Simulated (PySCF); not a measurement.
**C$_{4}$H$_{8}$N, doublet, SMILES `C=[C]C(C)N`: what the electrons do**

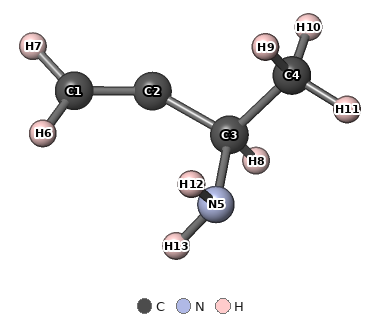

The molecule, with its atoms numbered as below. No frequency check shows the geometry to be a minimum.

Geometry (Å), atoms numbered from 1:

```
C1      -2.0333    0.2307    0.1816
C2      -0.8686    0.5238   -0.3037
C3       0.4887   -0.0199   -0.4471
C4       1.5054    0.8760    0.2631
N5       0.6073   -1.3830    0.0804
H6      -2.2948   -0.7040    0.6864
H7      -2.8599    0.9241    0.1120
H8       0.7418   -0.0735   -1.5142
H9       1.2429    0.9790    1.3140
H10      1.5192    1.8627   -0.1912
H11      2.4939    0.4315    0.1899
H12      0.3869   -1.3936    1.0710
H13     -0.0340   -2.0083   -0.3948
```

## 1. Bonding charge

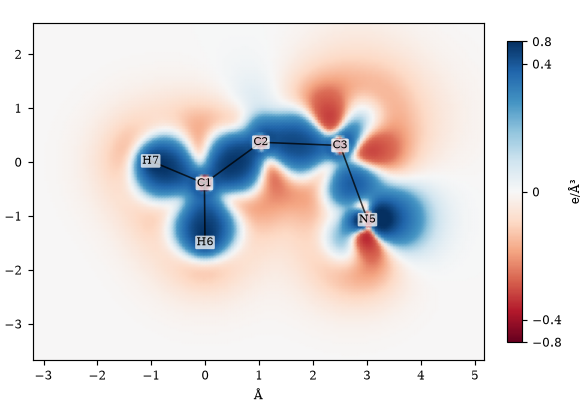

Deformation density (molecule less spherical, spin-averaged free atoms) in the plane of C1, C2, C3, N5, H6 and H7; colour scale in e/Å³, logarithmic beyond ±0.1; blue: gain, red: loss.

Computed with PySCF, r2SCAN/def2-SVP, geometry: GFN2-xTB. The stability of the open-shell solution wasn't checked. GFN2-xTB doesn't know the spin state, so this open-shell geometry is rough.

> How much density has each bond in this plane gained at its critical point, relative to the free atoms?

C1–C2: +0.70 e/Å³ at the bond critical point (bond length 1.29 Å, Mayer order 2.0). C1–H7: +0.66 e/Å³ at the bond critical point (bond length 1.08 Å, Mayer order 0.9). C1–H6: +0.61 e/Å³ at the bond critical point (bond length 1.09 Å, Mayer order 0.9). C2–C3: +0.50 e/Å³ at the bond critical point (bond length 1.47 Å, Mayer order 1.0). C3–N5: +0.30 e/Å³ at the bond critical point (bond length 1.47 Å, Mayer order 1.0). In all, 2.6 electrons gather in the regions of gain relative to the promolecule.

## 2. Bond critical points

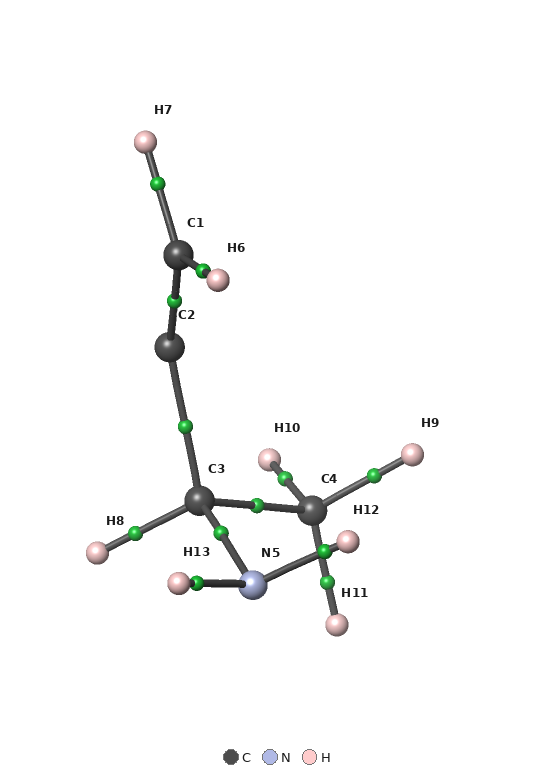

Molecular graph of the electron density (QTAIM): bond paths, bond critical points (green), ring points (magenta, if any); weak paths are dashed.

> How many critical points of each kind are there, and does the count close?

13 nuclei, 12 bond, 0 ring and 0 cage critical points: 13 − 12 + 0 − 0 = 1, as the Poincaré–Hopf relation requires.

> Give the properties at the bond critical points.

| bond | length (Å) | ρ (a.u.) | ∇²ρ (a.u.) | ε | H (a.u.) |
| --- | --- | --- | --- | --- | --- |
| C1–C2 | 1.295 | 0.353 | −0.95 | 0.34 | −0.404 |
| N5–H13 | 1.014 | 0.334 | −1.53 | 0.04 | −0.436 |
| N5–H12 | 1.015 | 0.333 | −1.52 | 0.04 | −0.434 |
| C4–H11 | 1.086 | 0.277 | −1.01 | 0.00 | −0.299 |
| C3–H8 | 1.098 | 0.277 | −1.01 | 0.03 | −0.294 |
| C4–H10 | 1.086 | 0.276 | −1.01 | 0.01 | −0.298 |
| C1–H7 | 1.081 | 0.276 | −1.02 | 0.02 | −0.299 |
| C4–H9 | 1.088 | 0.275 | −0.99 | 0.01 | −0.295 |
| C2–C3 | 1.469 | 0.267 | −0.63 | 0.01 | −0.230 |
| C1–H6 | 1.094 | 0.266 | −0.94 | 0.02 | −0.279 |
| C3–N5 | 1.466 | 0.261 | −0.68 | 0.05 | −0.282 |
| C3–C4 | 1.530 | 0.242 | −0.55 | 0.03 | −0.192 |

> What kind of interaction is C4–H11?

Shared-shell (covalent): ρ = 0.277, ∇²ρ = −1.01, H = −0.299 a.u.

## 3. Electrostatic potential

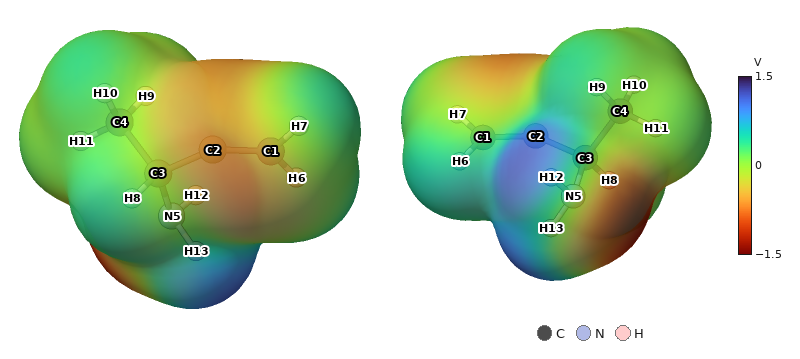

Electrostatic potential on the surface of electron density 0.001 a.u. (back view left, front view right).

> Where are the extremes of the potential on the surface?

Highest: 1.15 V, 1.3 Å from H13. Further maxima include 0.45 V, 1.4 Å from H8; 0.44 V, 1.3 Å from H7. Lowest: −1.41 V, 1.9 Å from N5. Further minima include −0.67 V, off the C1–C2 bond (2.1 to 2.2 Å from its atoms); −0.66 V, off the C1–C2 bond (2.2 Å from its atoms). The surface is sampled at points, so like sites can differ by a few per cent and only the strongest of them is named.

## 4. Spin density

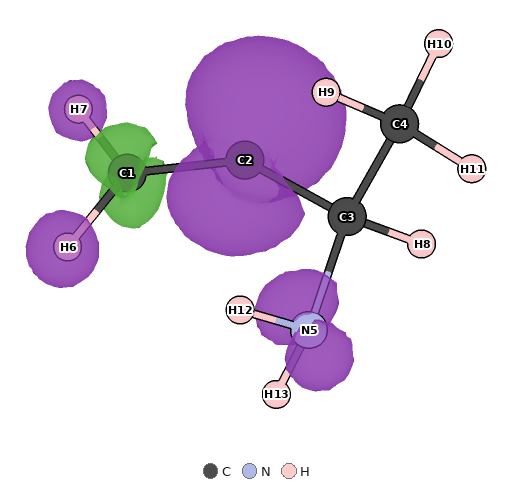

Spin density ρα − ρβ at ±0.05 e/Å³ (purple: excess α, green: excess β).

> How is the spin shared among the atoms?

Hirshfeld spin populations: C2 +0.74, N5 +0.09, H6 +0.06 and C3 +0.05. ⟨S²⟩ = 0.76, against 0.75 for a pure state. The picture also shows regions of β spin from spin polarisation; the Hirshfeld sums, whose atoms overlap, net them against the α spin of neighbours.

## 5. In an electric field

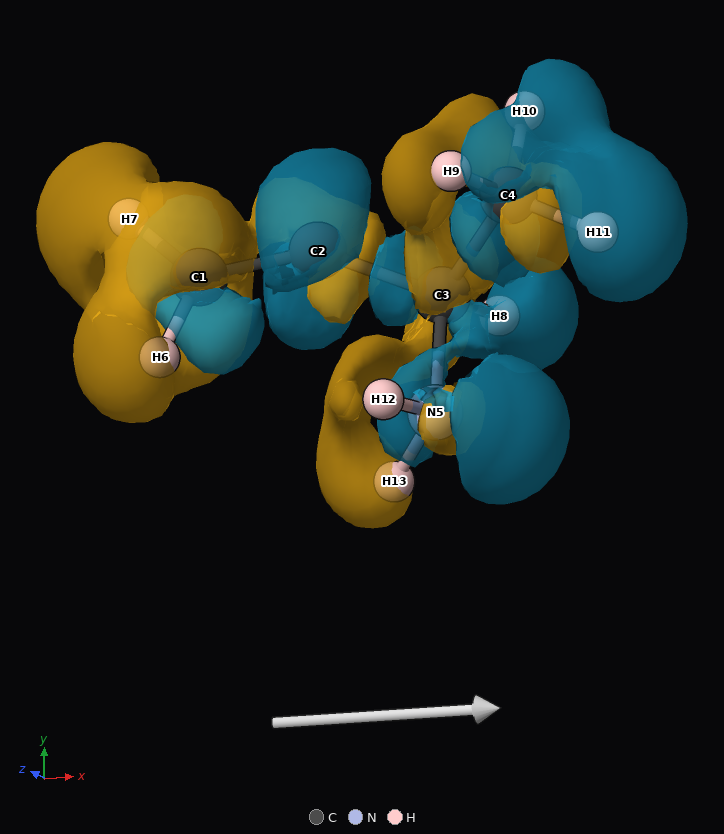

Change of the electron density in a uniform field of 0.41 V/Å along +x (arrow), surfaces at ±0.003 e/Å³ (yellow: gain, teal: loss).

PySCF calculation, ωB97X/aug-cc-pVDZ, gas phase; geometry: GFN2-xTB. The stability of the open-shell solution wasn't checked. GFN2-xTB doesn't know the spin state, so this open-shell geometry is rough.

> What dipole is induced, and what polarisability does it imply?

The induced dipole is 1.51 D (along the field); α along this axis, from the fields in both directions, is 74 bohr³ (11.0 Å³).

> Which atoms gain and lose the most charge?

Electrons gather most on C1 (Hirshfeld charge changes by −0.024 e) and leave H11 most (+0.018 e); 0.128 electrons are displaced in all.

## 6. Removing or adding an electron

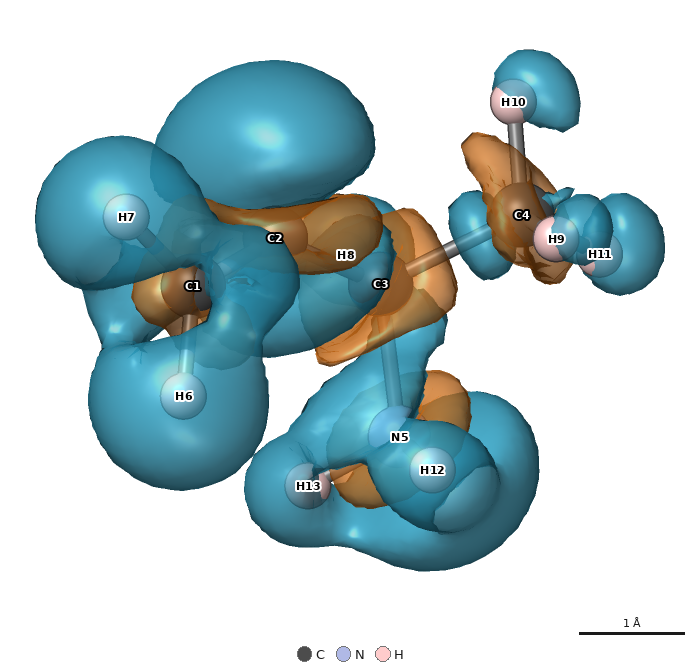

Fukui function f⁻ = ρ(N) − ρ(N−1) at fixed geometry, surfaces at ±0.015 e/Å³ (light blue positive, orange negative).

Method: PBE0/def2-SVPD; geometry: GFN2-xTB; program: PySCF. GFN2-xTB doesn't know the spin state, so this open-shell geometry is rough.

> Which atoms respond most to the removal of an electron?

f⁻ (Hirshfeld-condensed) is largest on C2 (0.26) and N5 (0.15); the vertical ionisation energy is 8.19 eV (to the singlet cation, which needn't be its lowest state). Condensed values hint at sites of electrophilic attack but needn't mark the atom that reacts. Orbital relaxation makes it negative in places (0.26 e in all).

The PySCF runs shown took 89 s, 3.1 min and 100 s on 1 thread of Arm Neoverse V1, on a shared host.
